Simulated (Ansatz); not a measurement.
# U-r2SCAN/STO-3G run of HO2 (hydroperoxy)

What is the vertical electron affinity of HO2 (hydroperoxy) at U-r2SCAN/STO-3G? 

The results are computed with Ansatz 0.2.0.

50 further runs of the same task are left out: 16 that didn't finish, 34 set aside as unsound or not needed.

## Step 1: Starting point

HO2: 3 atoms, total charge 0, spin state doublet. SMILES: `[O]O`. Geometry: relaxed at PBE0-D4/def2-TZVP.

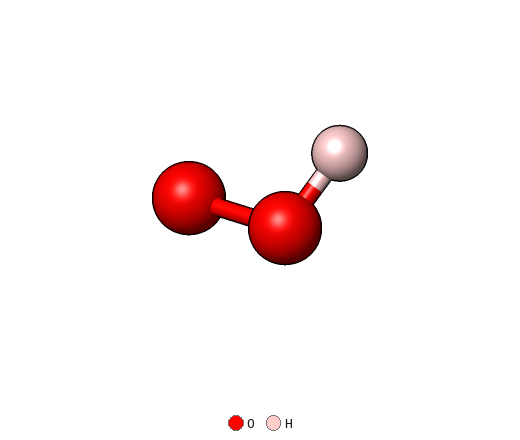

The structure, seen from a chosen angle (oxygen red, hydrogen pink).

## Step 2: The energy at U-r2SCAN/STO-3G

job.yaml

```yaml
crystal:
  periodic: [false, false, false]
  atoms:
    - symbol: O
      position_ang: [-0.355150, 0.941950, -0.088650]
    - symbol: O
      position_ang: [-0.244540, -0.359400, -0.172440]
    - symbol: H
      position_ang: [0.599690, -0.582550, 0.261090]
basis:
  gaussian:
    orbitals: STO-3G
accuracy: high
hamiltonian:
  xc: r2scan
magnetization:
  spin_polarized: true
  initial_magnetization: 1
```

Run with:

```sh
$ ansatz run job.yaml --threads 1 --pin off --max-ram 3480MiB --events-out events.jsonl --progress --plain --runs-dir runs
```

The log of the run:

```text
Warning: RAYON_NUM_THREADS=1 ignored (pool sized by the plan → 1); use --threads N
Functional definition: r2SCAN
  name "r2SCAN"
  parameter k0 = 0.174
  parameter k1 = 0.065
  parameter a1 = 4.9479
  exchange = r2scan_x(k0 = k0, k1 = k1, a1 = a1)
  correlation = r2scan_c
168 factors; integrals over basis functions are off by at most 3.9e-8 eV
mean field evaluation 1: about -4047.5629 eV, gradient 1.4e1 eV
mean field evaluation 2: about -4045.2802 eV, gradient 2.4e1 eV
mean field evaluation 4: about -4048.8489 eV, gradient 4.7e-1 eV
mean field evaluation 8: about -4048.8138 eV, gradient 1.1e-2 eV
mean field evaluation 16: about -4048.8138 eV, gradient 6.1e-7 eV
mean field -4048.81382306 eV, -148.7911636127 hartree, gradient 4.7e-8 eV, S^2 0.750682; 1 other end points of the search recorded, 0 dependent functions left out
reference -4048.81382346 eV, -148.7911636277 hartree; 9, 8 occupied and 2, 3 virtual orbitals, 168 factors
Total energy: -4048.81382346 eV, -148.7911636277 hartree
```

It took 1.8 s on 1 thread of Arm Neoverse V2, shared host; peak memory 0.15 GiB.

## Step 3: The singlet anion, same level

molecule.yaml

```yaml
crystal:
  periodic: [false, false, false]
  atoms:
    - {symbol: O, position_ang: [-0.355150, 0.941950, -0.088650]}
    - {symbol: O, position_ang: [-0.244540, -0.359400, -0.172440]}
    - {symbol: H, position_ang: [0.599690, -0.582550, 0.261090]}
basis:
  gaussian:
    orbitals: STO-3G
total_charge: -1
hamiltonian:
  xc: r2scan
accuracy: high
```

Run with:

```sh
$ ansatz run molecule.yaml --threads 1 --pin off --max-ram 3480MiB --events-out events.jsonl --progress --plain --runs-dir runs
```

The log of the run, cut to the lines that bear on the results:

```text
Warning: RAYON_NUM_THREADS=1 ignored (pool sized by the plan → 1); use --threads N
[... 7 set-up lines as earlier in the session ...]
168 factors; integrals over basis functions are off by at most 3.9e-8 eV
mean field evaluation 1: about -4039.6906 eV, gradient 2.4e1 eV
mean field evaluation 2: about -4033.2973 eV, gradient 5.1e1 eV
mean field evaluation 4: about -4041.5560 eV, gradient 1.5e0 eV
mean field evaluation 8: about -4041.5305 eV, gradient 2.6e-3 eV
mean field evaluation 16: about -4041.5305 eV, gradient 7.9e-8 eV
mean field -4041.53050924 eV, -148.5235067666 hartree, gradient 7.9e-8 eV, S^2 0.000000; 0 other end points of the search recorded, 0 dependent functions left out
reference -4041.53050944 eV, -148.5235067741 hartree; 9, 9 occupied and 2, 2 virtual orbitals, 168 factors
Total energy: -4041.53050944 eV, -148.5235067741 hartree
```

Wall time 0.98 s (1 thread of Arm Neoverse V2, shared host); peak memory 0.095 GiB.

## Step 4: What came out

At U-r2SCAN/STO-3G:

```
                                         quantity          value
                        doublet HO2: total energy  -148.79116 Eh
                                doublet HO2: ⟨S²⟩          0.751
                      singlet anion: total energy  -148.52351 Eh
vertical electron affinity (to the singlet anion)      -7.283 eV
```

In words: The anion lies 7.28 eV (703 kJ/mol) above the neutral: the electron isn't bound at this level, and such a value depends on the basis. Without diffuse functions anions come out too high. In a minimal basis such a difference can be off by several eV, whatever the method.
